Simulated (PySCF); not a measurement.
Ge(H)(Me), CH4Ge, SMILES [CH3][GeH] at its PBE0/def2-SVP optimised geometry (Å):

```
6

Ge    -1.1650    -0.2940     0.0000
H     -1.2545     1.3060     0.0000
C      0.8262    -0.2940     0.0000
H      1.2545    -1.3060    -0.0061
H      1.1948     0.2503     0.8876
H      1.1993     0.2643    -0.8767
```

Method: PBE0/def2-TZVP (PySCF 2.14.0).

Map of the log10 of the electron density (e/bohr³), floored at −4 on the plane z = 0.6 Å:

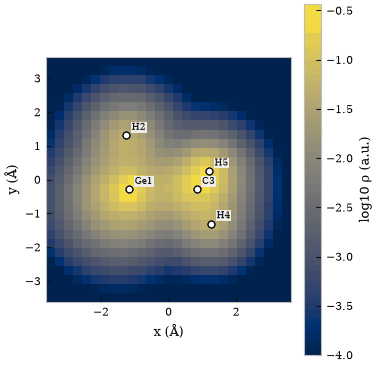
Fig. 1. Log10 of the electron density (e/bohr³), floored at −4 on the plane z = 0.6 Å.
